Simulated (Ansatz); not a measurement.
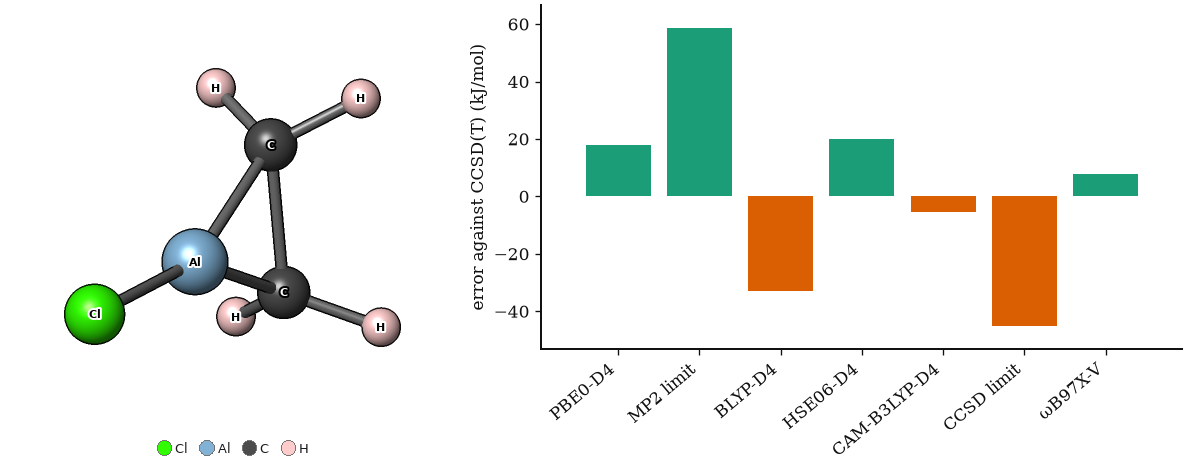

Error in the electronic atomisation energy (method less reference, so positive means overbinding) of C₂H₄AlCl, SMILES [Cl][Al]1[CH2][CH2]1, singlet: functionals in def2-TZVPP against frozen-core CCSD(T) at the limit (MP2 extrapolated from triple and quadruple zeta, plus CCSD(T) less MP2 in a smaller set), which gives 2834.2 kJ/mol, at a PBE0-D4/def2-TZVP geometry (a minimum by its frequencies), no zero-point or spin-orbit term, the Ansatz code 0.2.0. The reference leaves out core correlation, a term that grows with the number of heavy atoms. Limit means the basis limit.

> What range do the values span?

From −45.0 kJ/mol (CCSD limit) to 58.5 kJ/mol (MP2 limit).

> Which of these levels overbind, and which underbind?

Overbind: MP2 limit and HSE06-D4. Underbind: BLYP-D4 and CCSD limit. Within 20 kJ/mol of zero, too close to call in view of what the reference leaves out: PBE0-D4, CAM-B3LYP-D4 and ωB97X-V.
